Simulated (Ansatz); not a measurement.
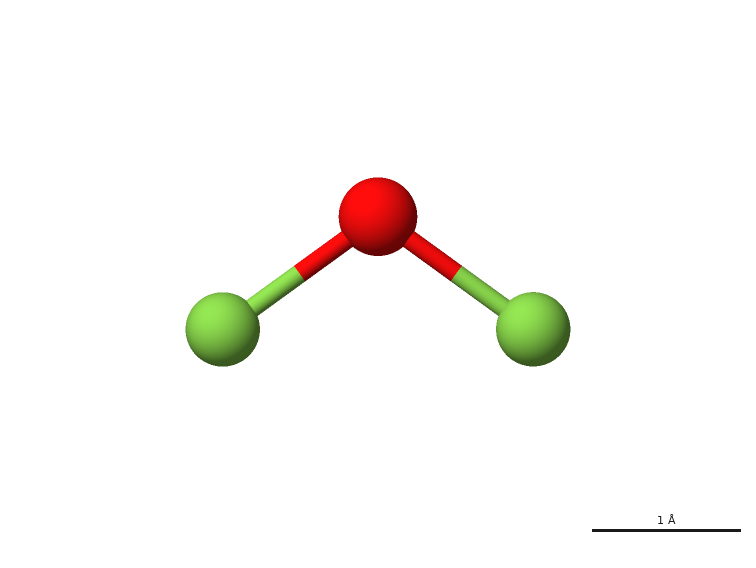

The picture shows a molecular structure as a ball-and-stick model. Every bond is drawn as one stick, whatever its order. Colours: fluorine green, oxygen red.

State: charge +1, doublet.

Count the atoms of each element.

Answer. OF2(+), 3 atoms: 1 oxygen and 2 fluorine.

Give the symmetry (Schoenflies symbol).

Answer. C2v.

Count the bonded pairs by element.

Answer. 2 F–O.

What is its SMILES?

Answer. F[O+]F

The parts below concern this one geometry. Atoms keep their numbers from picture to picture. The computed structure is the end point of a PBE0-D4/def2-TZVP optimisation.

**Vibrations**

Harmonic vibrations computed with UKS PBE0-D4/def2-TZVP (Ansatz 0.2.0) at a stationary point of the same level.

How many vibrational modes are there, and where do they lie?

Answer. 3 modes: 601, 1061, 1184 cm⁻¹.

**Levels of theory compared**

Program: Ansatz 0.2.0.

At this fixed geometry, give HOMO energy (eV) at these levels: B3LYP-D4/def2-TZVPP; BLYP-D4/def2-TZVPP; HSE06 (plane-wave form)-D4/def2-TZVPP; PBE-D4/def2-TZVPP; PBE0-D4/def2-SVP; PBE0-D4/def2-TZVPP; r2SCAN-D4/def2-TZVPP; revPBE-D4/def2-TZVPP; ωB97M-V/def2-QZVPP; ωB97M-V/def2-TZVPP; ωB97X-V/def2-TZVPP.

```csv
level,HOMO energy (eV)
B3LYP-D4/def2-TZVPP,−21.11
BLYP-D4/def2-TZVPP,−18.85
HSE06 (plane-wave form)-D4/def2-TZVPP,−21.06
PBE-D4/def2-TZVPP,−18.84
PBE0-D4/def2-SVP,−21.73
PBE0-D4/def2-TZVPP,−21.48
r2SCAN-D4/def2-TZVPP,−19.62
revPBE-D4/def2-TZVPP,−18.77
ωB97M-V/def2-QZVPP,−23.82
ωB97M-V/def2-TZVPP,−23.84
ωB97X-V/def2-TZVPP,−23.96
```

**Charges**

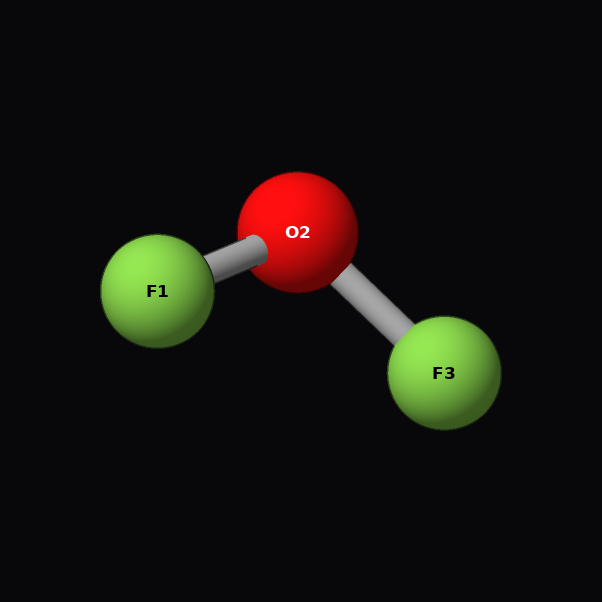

The questions are on Mulliken charges. Method: UKS PBE0-D4/def2-TZVP (Ansatz 0.2.0).

List the Mulliken charges.

```csv
atom,value (e)
F1,0.25
O2,0.50
F3,0.25
```

Mulliken values depend strongly on the basis set and can even reverse the polarity of a bond.
